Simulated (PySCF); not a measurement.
## C$_{2}$H$_{7}$NOSi: excited-state calculation

- system: C$_{2}$H$_{7}$NOSi
- method: TDDFT PBE0/def2-SVPD, vertical, gas phase, core orbitals frozen in the response (PySCF 2.14.0)

The geometry comes from this level: GFN2-xTB.

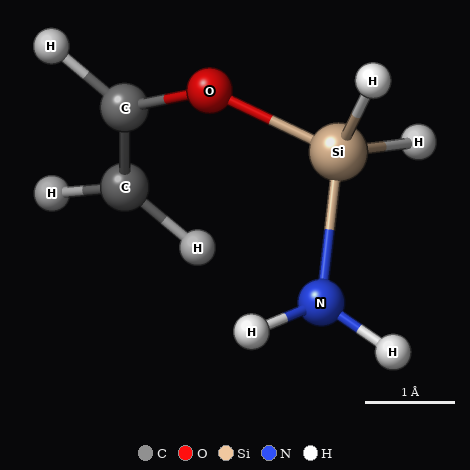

Figure 1. The structure (ball-and-stick view, seen at a tilt).

**Summary**

- outcome: converged
- total energy: −499.324994 hartree
- HOMO: −6.93 eV
- LUMO: 0.28 eV
- dipole moment: 1.43 D
- mean polarisability: 61.48 a.u.
- lowest singlet excitation: 6.30 eV
- hardware: 1 CPU thread, shared host
- wall time: 9.5 s
- peak memory: 0.7 GiB

**Input file**
```
{"job": {"kind": "uv", "xc": "PBE0", "basis": "def2-SVPD", "nstates": 6, "ntriplets": 2}, "charge": 0, "multiplicity": 1}
C      1.833832     0.617552    -0.021825
C      1.452567    -0.522428     0.525950
O      0.250482    -1.105489     0.404186
Si    -1.098755    -0.719861    -0.424558
N     -1.656190     0.840319     0.055526
H      2.824433     1.000435     0.136172
H      1.163543     1.190451    -0.637053
H      2.117878    -1.108801     1.152202
H     -0.878882    -0.602097    -1.864798
H     -1.895483    -1.881061    -0.036732
H     -2.506682     1.198104    -0.345895
H     -1.605545     1.092190     1.030798
```

The first line tells a small driver script what to run in PySCF; the rest is the geometry in Å.

Launched with:
```bash
OMP_NUM_THREADS=1 python <driver script> task.json out
```

**The program's output**
```
coarse grid: 10288 points
cycle   1  E = -499.1690500689  dE =  5.561e-01  |g| = 6.664e-01  |ddm| = 4.598e+00
cycle   2  E = -499.0847319734  dE =  8.432e-02  |g| = 9.349e-01  |ddm| = 1.789e+00
cycle   3  E = -499.2572777647  dE = -1.725e-01  |g| = 9.620e-02  |ddm| = 1.010e+00
cycle   4  E = -499.2587324296  dE = -1.455e-03  |g| = 4.858e-02  |ddm| = 1.457e-01
cycle   5  E = -499.2592920845  dE = -5.597e-04  |g| = 1.179e-02  |ddm| = 6.325e-02
cycle   6  E = -499.2593261065  dE = -3.402e-05  |g| = 2.789e-03  |ddm| = 1.630e-02
cycle   7  E = -499.2593280677  dE = -1.961e-06  |g| = 2.691e-04  |ddm| = 3.761e-03
final grid: 94152 points
cycle   8  E = -499.3249761201  dE = -1.411e-05  |g| = 9.315e-03  |ddm| = 8.603e-02
cycle   9  E = -499.3249522164  dE =  2.390e-05  |g| = 1.439e-02  |ddm| = 2.340e-02
cycle  10  E = -499.3249935391  dE = -4.132e-05  |g| = 1.335e-03  |ddm| = 1.382e-02
cycle  11  E = -499.3249939784  dE = -4.392e-07  |g| = 2.380e-04  |ddm| = 1.621e-03
cycle  12  E = -499.3249939902  dE = -1.190e-08  |g| = 9.404e-05  |ddm| = 4.463e-04
cycle  13  E = -499.3249939925  dE = -2.217e-09  |g| = 1.842e-05  |ddm| = 1.486e-04
cycle  14  E = -499.3249939926  dE = -9.709e-11  |g| = 2.864e-06  |ddm| = 4.182e-05
```

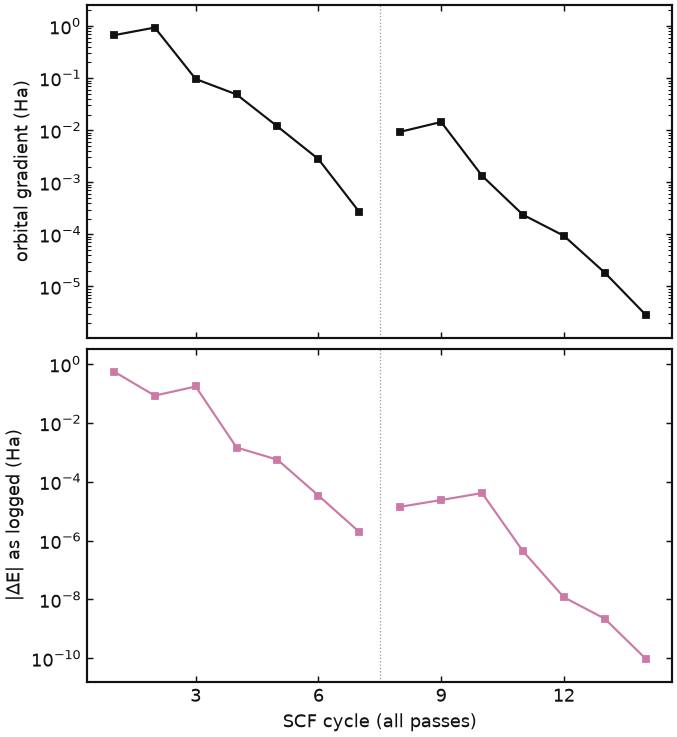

Figure 2. Convergence of the self-consistent field: orbital gradient and size of the energy change against the SCF cycle. The dotted line marks the change from a coarse to the final integration grid. The first 7 cycles use a coarse grid, the final grid takes over at cycle 8, and the field converges after 14 cycles in all.

```
converged SCF energy = -499.3249939926

Static polarisability (au): isotropic 61.479, principal 51.983 60.938 71.517

Singlet excitations
state   eV       nm        f      main configurations
  1   6.2970    196.9   0.02557   H->L 0.87, H-1->L 0.08
  2   6.4989    190.8   0.01316   H->L+1 0.79, H->L+2 0.18
  3   6.5883    188.2   0.04780   H-1->L 0.85
  4   7.0795    175.1   0.00783   H-1->L+1 0.60, H-1->L+2 0.26
  5   7.1947    172.3   0.09024   H->L+2 0.36, H->L+3 0.30, H->L+4 0.17
  6   7.2695    170.6   0.09084   H->L+2 0.28, H->L+4 0.28, H->L+3 0.18

Triplet excitations (Tamm-Dancoff, eV): 4.3735 6.1559
```

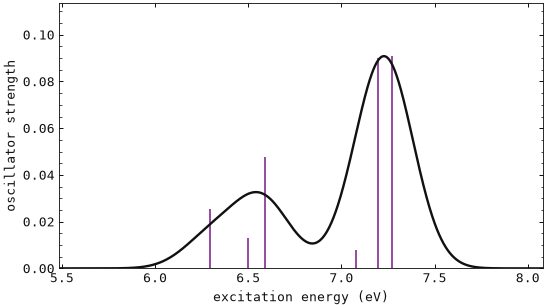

Figure 3. Computed excitations as sticks (degenerate states added up, dark ones marked on the axis), with a Gaussian envelope of 0.35 eV full width at half maximum, scaled to the tallest. Of the 6 states the lowest lies at 6.30 eV (f = 0.026); the strongest line is at 7.27 eV, or 171 nm (f = 0.091).

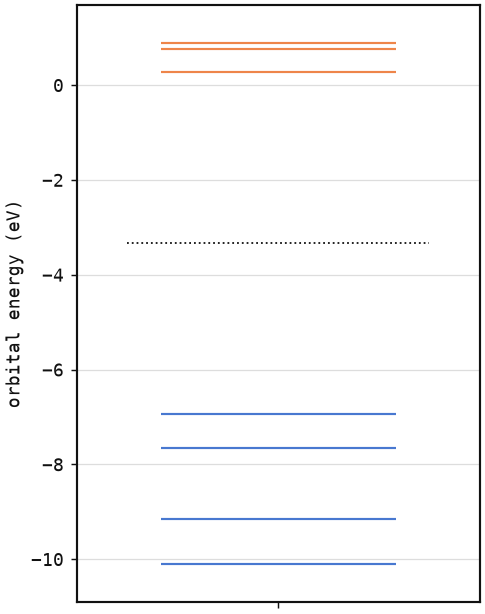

Figure 4. Orbital energies near the frontier; the dotted line parts filled from empty levels, and levels within 0.02 eV of each other stand side by side. Highest filled −6.93 eV, lowest empty 0.28 eV, 7.21 eV apart.
